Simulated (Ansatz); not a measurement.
System: B3H3O3 (SMILES B1OBOBO1).

```xyz
9

B     1.3016    0.1158   -0.4247
O     0.6128   -1.0535   -0.6248
B    -0.6869   -1.1727   -0.2023
O    -1.2974   -0.1154    0.4232
B    -0.6148    1.0569    0.6269
O     0.6846    1.1689    0.2016
H     2.4293    0.2162   -0.7926
H    -1.2819   -2.1887   -0.3775
H    -1.1473    1.9725    1.1701
```

Geometry: PBE0-D4/def2-TZVP.

Theory: Ansatz, RKS PBE0-D4/def2-TZVPP.

### Predict the electron density and electron localisation function between the atoms.

B–O (1.37 Å): the density is about 2.1 e/Å³ at the midpoint; the ELF peaks at about 0.90 between the atoms (a short, strongly polar bond).
B–H (1.19 Å): the density is about 1.3 e/Å³ at the midpoint; the ELF climbs to about 1 towards the hydrogen, as it does in any bond to H; an ordinary covalent bond to hydrogen.

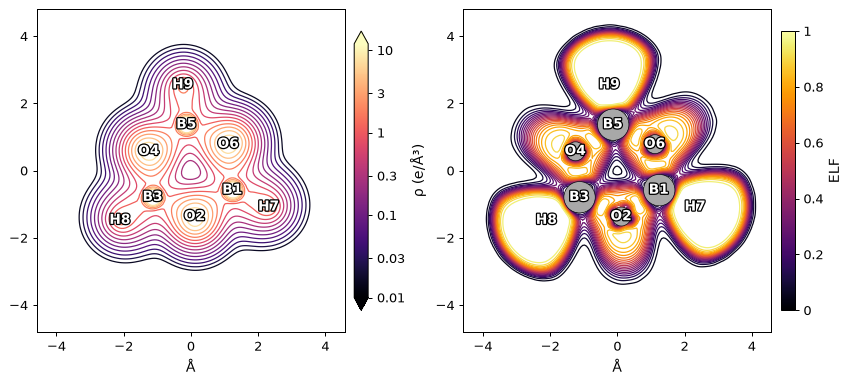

Computed electron density and electron localisation function on the molecular plane, in this order. Grey discs cover the atomic cores in the ELF map. 
